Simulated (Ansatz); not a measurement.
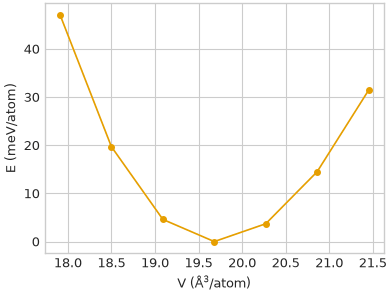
Y3Si5 in space group P-62m (No. 189; Y on 3f, Si on 2d, Si on 3g) under volume change, PBE (plane waves, PAW; program Ansatz), shape and atoms relaxed at each volume.

Problem. What does a third-order Birch–Murnaghan fit give for V₀, B₀ and B′?

Solution. V₀ = 19.69 Å³/atom, B₀ = 77.2 GPa, B′ = 5.1.

The start of the workflow was typed in or built on a structure type; neither database checked (COD, Materials Project) lists it. Its standing as an ambient phase is unchecked. The PBE relaxation kept the symmetry of its start; its stability against distortions is not shown here. No spin polarisation was allowed.

Potentials: the later of the program's two PAW sets.
